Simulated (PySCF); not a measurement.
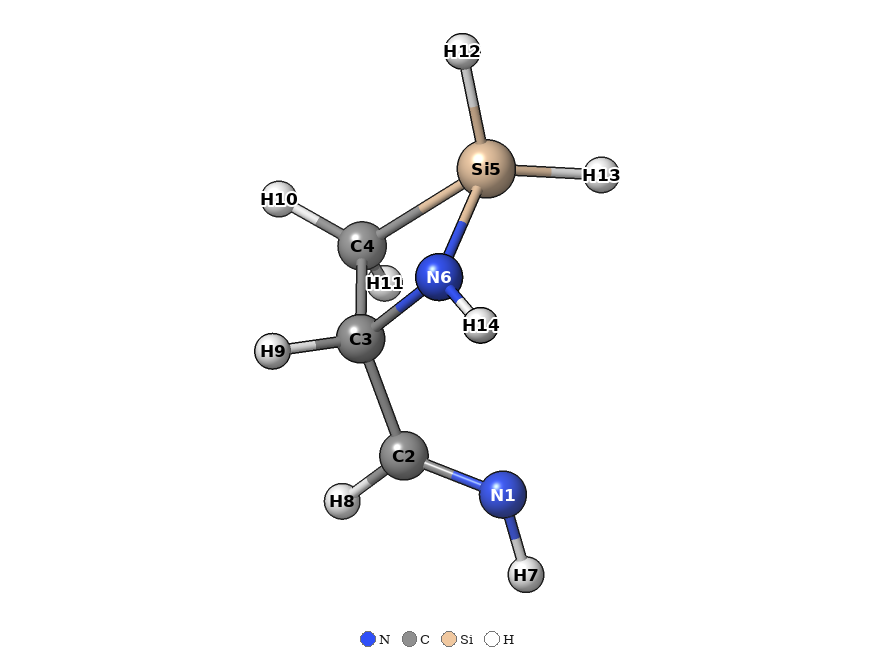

The computed structure is the end point of a GFN2-xTB optimisation. No frequency run is at hand to confirm it as a minimum. Method: delta-SCF UKS SCAN, pcX-2 on the ionised atom, pcseg-1 elsewhere, spin-free X2C (PySCF 2.14.0).

Give the core-electron binding energies (to vacuum; p and d levels without spin–orbit splitting) of N1 1s, C2 1s, C3 1s, C4 1s, Si5 1s, Si5 2p, N6 1s.

```
atom  level  binding energy (eV)
  N1     1s                404.4
  C2     1s                291.8
  C3     1s                291.5
  C4     1s                289.9
 Si5     1s               1846.5
 Si5     2p                106.9
  N6     1s                403.8
```

The geometry is semi-empirical. Around Si such bond lengths and angles can be off by a tenth of an ångström or more and by several degrees, and values that hang on the shape move with them.
